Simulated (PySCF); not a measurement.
# C3H9NOSi3: what the fields show

The calculation's input:

```
{"job": {"kind": "nmr", "xc": "PBE0", "basis": "pcSseg-1"}, "charge": 0, "multiplicity": 1}
N     -4.571193     0.178254     0.161803
C     -3.461421    -0.062970     0.009582
Si    -1.647150    -0.440173    -0.229255
C     -0.655293     1.092974    -0.804941
Si     0.502253     0.952808     0.719726
O      1.941006     0.317619     0.318782
Si     2.856155    -0.729422    -0.514545
C     -0.672670    -0.394580     1.418734
H     -1.577238    -1.654116    -1.047020
H     -0.169252     1.001424    -1.772363
H     -1.243171     2.006579    -0.831788
H      0.852722     2.128080     1.503589
H      2.133006    -1.996407    -0.643309
H      3.100864    -0.135022    -1.827576
H      4.065067    -0.857856     0.291563
H     -1.264335    -0.067601     2.269752
H     -0.196348    -1.327561     1.706869
```

Launched as:

```sh
OMP_NUM_THREADS=1 python probes_run.py task.json out
```

Geometry: GFN2-xTB.

The calculation used PBE0/pcSseg-1, SCF density, gas phase, non-relativistic in PySCF.

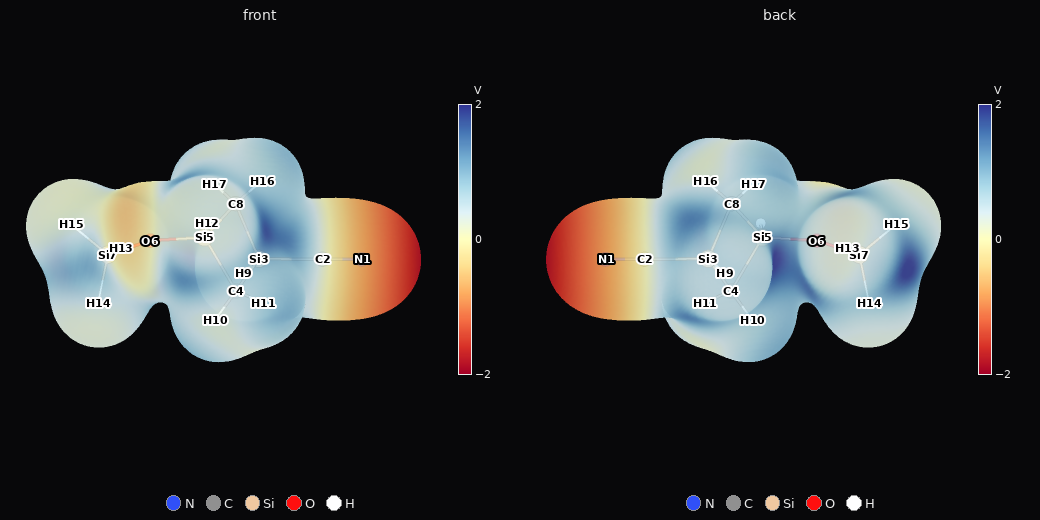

Figure 1. The electrostatic potential painted on the density surface at 0.002 e/bohr³, seen from the front and from behind; the colour scale runs from red (negative) to blue (positive).

**Where is the surface potential most negative and most positive?**

The most negative region (about −1.8 V) lies over N1, the most positive (about +1.9 V) over Si3, Si5 and Si7. N1 is the likeliest acceptor of a hydrogen bond.

**How polar is the molecule by this calculation?**

Its dipole moment is 3.89 D.

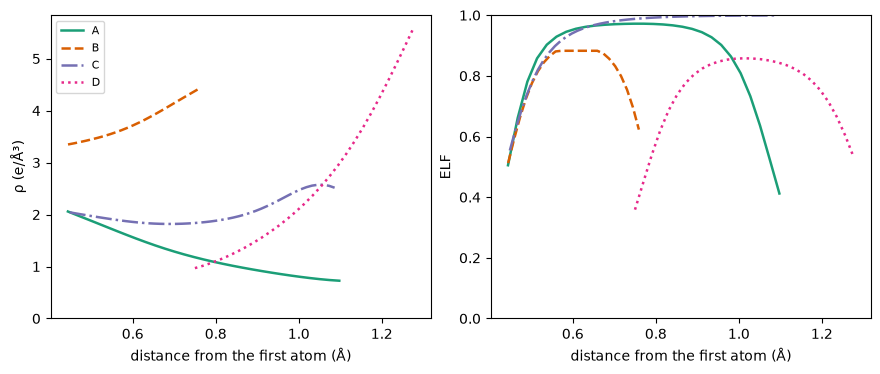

Figure 2. Electron density and ELF along straight lines between neighbouring atoms. The curves leave out the atomic cores.

**Which curve belongs to which contact (C–H, C–N, C–Si and Si–O)? The first atom named is at distance zero.**

Curve A: C–Si (1.87 Å): the density is about 0.88 e/Å³ at the midpoint; the ELF peaks at about 1 between the atoms (a covalent bond). Curve B: C–N (1.15 Å): ρ at the midpoint is about 3.6 e/Å³; the ELF peaks at about 0.90 between the atoms; a multiple bond. Curve C: C–H (1.09 Å): ρ at the midpoint is about 1.9 e/Å³; the ELF climbs to about 1 towards the hydrogen, as it does in any bond to H; an ordinary covalent bond to hydrogen. Curve D: Si–O (1.62 Å): ρ is about 1.1 e/Å³ halfway; the ELF peaks at about 0.85 between the atoms: a polar covalent bond.
